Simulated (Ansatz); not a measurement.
**BPH4 (SMILES BP) at PBE/STO-3G**

Aim: the electronic atomisation energy of BPH4 at PBE/STO-3G, from 4 runs. 

Program for the calculation: Ansatz 0.2.0.

53 further runs of the same task are left out: 53 set aside as unsound or not needed.

## (1) The system as given

The species is BPH4 (6 atoms), meant as a singlet with charge 0. As SMILES, `BP`. The shape is that of a GFN2-xTB optimisation.

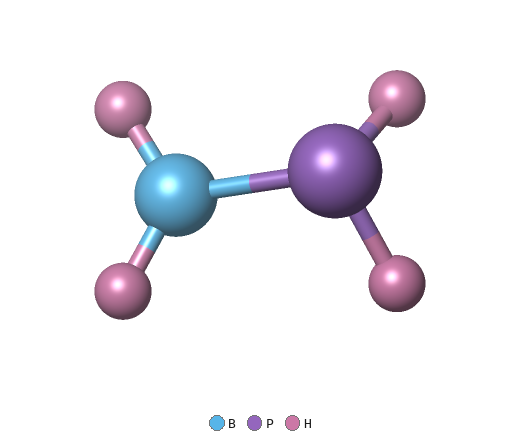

Viewed from a chosen angle; boron blue, phosphorus purple, hydrogen pink.

## (2) The energy at PBE/STO-3G

Input file molecule.yaml:

```yaml
crystal:
  periodic: [false, false, false]
  atoms:
    - symbol: B
      position_ang: [0.002660, -0.867960, 0.118880]
    - symbol: P
      position_ang: [0.378740, 0.928770, 0.259630]
    - symbol: H
      position_ang: [-0.777460, -1.351190, 0.842930]
    - symbol: H
      position_ang: [0.659230, -1.540870, -0.575930]
    - symbol: H
      position_ang: [0.599110, 1.319050, -1.043720]
    - symbol: H
      position_ang: [-0.862270, 1.512200, 0.398210]
basis:
  gaussian:
    orbitals: STO-3G
hamiltonian:
  xc: pbe
accuracy: high
```

On the command line:

```
$ ansatz run molecule.yaml --threads 1 --pin off --max-ram 2610MiB --events-out events.jsonl --progress --plain --runs-dir runs
```

Log:

```text
Warning: RAYON_NUM_THREADS=1 ignored (pool sized by the plan → 1); use --threads N
Functional definition: PBE
  name "PBE"
  parameter kappa = 0.804
  parameter beta = 0.06672455060314922
  exchange = pbe_x(kappa = kappa, mu = beta*pi^2/3)
  correlation = pbe_c(beta = beta)
314 factors; integrals over basis functions are off by at most 5.1e-9 eV
mean field evaluation 1: about -9909.2105 eV, gradient 1.2e1 eV
mean field evaluation 2: about -9908.9342 eV, gradient 1.3e1 eV
mean field evaluation 4: about -9909.7116 eV, gradient 4.4e-1 eV
mean field evaluation 8: about -9909.6495 eV, gradient 2.8e-3 eV
mean field evaluation 16: about -9909.6495 eV, gradient 1.8e-8 eV
mean field -9909.64952826 eV, -364.1729031619 hartree, gradient 1.9e-8 eV, S^2 0.000000; 0 other end points of the search recorded, 0 dependent functions left out
reference -9909.64953008 eV, -364.1729032289 hartree; 12, 12 occupied and 6, 6 virtual orbitals, 314 factors
Total energy: -9909.64953008 eV, -364.1729032289 hartree
```

Wall time 0.66 s (1 thread of AMD EPYC 7R13 (Zen 3), shared host).

## (3) The B atom, same level

Input file job.yaml:

```yaml
crystal:
  periodic: [false, false, false]
  atoms:
    - {symbol: B, position_ang: [0.000000, 0.000000, 0.000000]}
basis:
  gaussian:
    orbitals: STO-3G
hamiltonian:
  xc: pbe
magnetization:
  spin_polarized: true
  initial_magnetization: 1
accuracy: high
```

Run the same way, it converges to -24.22452 Eh (log not shown).

## (4) The H atom

Input file molecule.yaml:

```yaml
crystal:
  periodic: [false, false, false]
  atoms:
    - {symbol: H, position_ang: [0.000000, 0.000000, 0.000000]}
basis:
  gaussian:
    orbitals: STO-3G
total_charge: 0
magnetization:
  spin_polarized: true
  initial_magnetization: 1
hamiltonian:
  xc: pbe
accuracy: high
```

Run the same way, it converges to -0.46438 Eh (log not shown).

## (5) The P atom

Input file in.yaml:

```yaml
crystal:
  periodic: [false, false, false]
  atoms:
    - {symbol: P, position_ang: [0.000000, 0.000000, 0.000000]}
basis:
  gaussian: {orbitals: STO-3G}
magnetization: {spin_polarized: true, initial_magnetization: 3}
hamiltonian: {xc: {name: PBE}}
accuracy: high
```

Run the same way, it converges to -337.17909 Eh (log not shown).

## (6) Outcome

Level: PBE/STO-3G.

```
                     quantity          value
       molecule: total energy  -364.17290 Eh
         B atom: total energy   -24.22452 Eh
                 B atom: ⟨S²⟩          0.750
         H atom: total energy    -0.46438 Eh
                 H atom: ⟨S²⟩          0.750
         P atom: total energy  -337.17909 Eh
                 P atom: ⟨S²⟩          3.750
electronic atomisation energy      24.811 eV
```

Taking the molecule apart into free atoms costs 24.81 eV (2394 kJ/mol), before zero-point energy and without spin-orbit coupling. In a minimal basis such a difference can be off by several eV, whatever the method.
